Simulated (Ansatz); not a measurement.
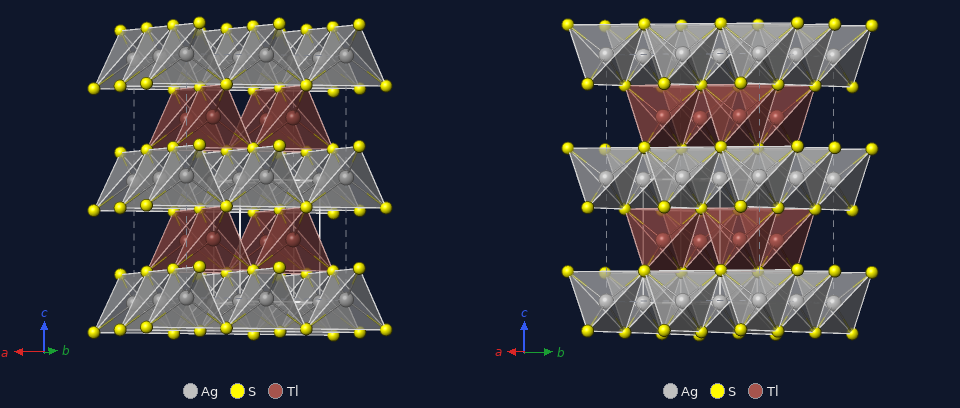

Polyhedra are drawn about Ag and Tl (bonds: Ag–S below 2.9 Å and S–Tl below 2.9 Å); other atoms are plain spheres. Two views of the same piece.

TlAgS2 (space group P-4m2, No. 115): the input geometry of an electronic-structure calculation (not necessarily at equilibrium); the starting structure was generated, so it need not be a known form of this composition.

What figure surrounds each Ag or Tl atom, and what does it share with the other drawn polyhedra?

Answer. Ag: AgS4 tetrahedron, sharing corners with twelve neighbours; Tl: TlS4 tetrahedron, sharing corners with twelve neighbours.

How do these polyhedra hang together as a whole?

Answer. They form a three-dimensional framework of corner-sharing tetrahedra.

How far apart are the centres of linked polyhedra?

Answer. Centre to centre across a shared corner: 4.14 to 4.19 Å.
